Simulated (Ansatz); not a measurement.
# (FAlNH)4 cubane (Al4F4H4N4): inputs that go wrong

Aim: try 2 inputs for (FAlNH)4 cubane (Al4F4H4N4) as typed, read how each ends, and find what has to change.

Program: Ansatz 0.2.0, Gaussian basis. Level of theory: the settings change from run to run. These are calculated values, not measurements.

## (1) The geometry

The geometry comes from an earlier relaxation with PBE-D4/def2-SVP; it is a stationary point, not always the lowest conformer.

16 atoms, charge 0, spin multiplicity 1.

Atoms are counted from 1 here; the program's logs count them from 0.

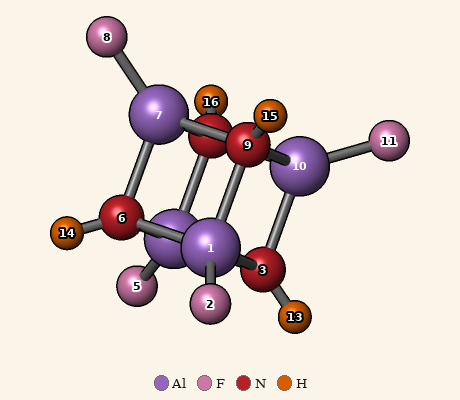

The structure; aluminium purple, fluorine pink, nitrogen red, hydrogen orange; atoms are numbered from 1 in the order of the file.

## (2) Attempt 1

in.yaml reads:

```yaml
crystal:
  periodic: [false, false, false]
  atoms:
    - {symbol: Al, position_ang: [-0.803543, 1.464738, 0.043285]}
    - {symbol: F, position_ang: [-1.610864, 2.935411, 0.086306]}
    - {symbol: N, position_ang: [-1.167982, -0.038270, 1.203634]}
    - {symbol: Al, position_ang: [-1.091028, -1.224634, -0.320943]}
    - {symbol: F, position_ang: [-2.186201, -2.454733, -0.643367]}
    - {symbol: N, position_ang: [-0.733832, 0.279106, -1.482562]}
    - {symbol: Al, position_ang: [1.163379, 0.038040, -1.199188]}
    - {symbol: F, position_ang: [2.332003, 0.076497, -2.403075]}
    - {symbol: N, position_ang: [1.095037, 1.229437, 0.322257]}
    - {symbol: Al, position_ang: [0.731117, -0.278162, 1.476818]}
    - {symbol: F, position_ang: [1.464895, -0.557300, 2.960110]}
    - {symbol: N, position_ang: [0.806716, -1.470282, -0.043373]}
    - {symbol: H, position_ang: [-1.880942, -0.061453, 1.939215]}
    - {symbol: H, position_ang: [-1.182224, 0.449855, -2.387945]}
    - {symbol: H, position_ang: [1.764168, 1.980146, 0.518805]}
    - {symbol: H, position_ang: [1.299291, -2.368387, -0.069976]}
basis:
  gaussian: {orbitals: def2-TZVPP, fitting: {mean_field: def2-universal-jkfit}}
magnetization: {spin_polarized: true, initial_magnetization: 2}
hamiltonian: {xc: {name: CCSD(T)}}
scf: {lower_state_search: light}
output: {forces: true}
```

Launch:

```sh
ansatz run in.yaml --threads 2 --pin off --events-out ev --progress --plain --max-ram 32768MiB --backend cuda --devices 0, --max-vram 18GiB
```

Standard output:

```text
Error: YAML parse error: error: line 23 column 19: hamiltonian.xc: no functional is named "CCSD(T)"; the names, which are not case-sensitive, are SVWN5, SPW92, PBE, PBE0, PBEsol, revPBE, revPBE0, RPBE, rPW86-PBE, HSE06, wPBEh, LC-wPBE, HISS, HF, BLYP, B3LYP, B3LYP5, BHLYP, CAM-B3LYP, r2SCAN, r2SCANh, r2SCAN0, r2SCAN50, m-r2SCAN, B97, wB97, wB97X, wB97X-V, B97M-V, wB97M-V, B2PLYP, B2GP-PLYP, PBE0-DH, PBE-QIDH
  --> <input>:23:19
   |
21 |   gaussian: {orbitals: def2-TZVPP, fitting: {mean_field: def2-universal-jkfit}}
22 | magnetization: {spin_polarized: true, initial_magnetization: 2}
23 | hamiltonian: {xc: {name: CCSD(T)}}
   |                   ^ hamiltonian.xc: no functional is named "CCSD(T)"; the names, which are not case-sensitive, are SVWN5, SPW92, PBE, PBE0, PBEsol, revPBE, revPBE0, RPBE, rPW86-PBE, HSE06, wPBEh, LC-wPBE, HISS, HF, BLYP, B3LYP, B3LYP5, BHLYP, CAM-B3LYP, r2SCAN, r2SCANh, r2SCAN0, r2SCAN50, m-r2SCAN, B97, wB97, wB97X, wB97X-V, B97M-V, wB97M-V, B2PLYP, B2GP-PLYP, PBE0-DH, PBE-QIDH
24 | scf: {lower_state_search: light}
25 | output: {forces: true}
   |
```

Wall time 0.05 s (1 × H100 (card shared with other runs) with 2 threads of AMD EPYC 7R13, shared host).

Diagnosis: The program refused the input. The method's name isn't one that the program takes here. It also asks for charge 0 and multiplicity 3, another species or state than the molecule above. Fix: set xc to hf, put the coupled-cluster method under correlation, and drop any dispersion key, and set charge and spin to those of the species named.

## (3) Attempt 2

in.yaml reads:

```yaml
crystal:
  periodic: [false, false, false]
  atoms:
    - {symbol: Al, position_ang: [-0.739694, 1.695719, 0.101292]}
    - {symbol: F, position_ang: [-1.770782, 2.880199, 0.136400]}
    - {symbol: N, position_ang: [-1.176044, 0.108920, 1.457485]}
    - {symbol: Al, position_ang: [-1.230162, -1.357532, -0.383371]}
    - {symbol: F, position_ang: [-2.249785, -2.354426, -0.527764]}
    - {symbol: N, position_ang: [-0.627731, 0.236072, -1.597083]}
    - {symbol: Al, position_ang: [1.071825, 0.116301, -1.317133]}
    - {symbol: F, position_ang: [2.241117, -0.026213, -2.447443]}
    - {symbol: N, position_ang: [1.170116, 1.390011, 0.326724]}
    - {symbol: Al, position_ang: [0.931981, -0.414423, 1.492732]}
    - {symbol: F, position_ang: [1.667126, -0.750575, 3.099486]}
    - {symbol: N, position_ang: [0.923362, -1.483095, 0.042945]}
    - {symbol: H, position_ang: [-1.989399, -0.011333, 1.902854]}
    - {symbol: H, position_ang: [-1.334094, 0.401460, -2.315758]}
    - {symbol: H, position_ang: [1.644145, 1.859566, 0.437273]}
    - {symbol: H, position_ang: [1.265014, -2.237491, -0.028095]}
basis:
  gaussian: {orbitals: def2-TZVP, fitting: {mean_field: def2-universal-jkfit}, nuclear_model: gaussian}
magnetization: {spin_polarized: true, initial_magnetization: 0}
hamiltonian: {xc: {name: HF}}
correlation: {method: mp2, frozen_orbitals: {Al: 0}}
scf: {omitted_lower_state_checks: [starts]}
output: {forces: true}
```

Same command.

Standard output:

```text
Functional definition: HF
  name "HF"
  cite "Fock, Z. Phys. 61, 126 (1930) doi:10.1007/BF01340294"
  parent pbe
  exchange = exact_x
  correlation = 0
these checks for a lower state are left out or cut short: starts
Error: "frozen_orbitals" has no count for F
```

Wall time 4.3 s (1 × H100 (card shared with other runs) with 2 threads of AMD EPYC 7R13, shared host); peak host memory 0.73 GiB.

Diagnosis: Refused before any calculation. Frozen orbitals are typed for one element alone, and the program wants a count for each. Its coordinates are also moved off the relaxed structure. Cure: leave frozen_orbitals out, or give every element a count that its core really has.

## (4) Summary

| attempt | level | ended | cause | time |
| --- | --- | --- | --- | --- |
| 1 | CCSD(T)/def2-TZVPP | refused | the method's name isn't one that the program takes here | 0.05 s |
| 2 | MP2/def2-TZVP | refused | frozen orbitals are typed for one element alone, and the program wants a count for each | 4.3 s |

In words: 2 refused.
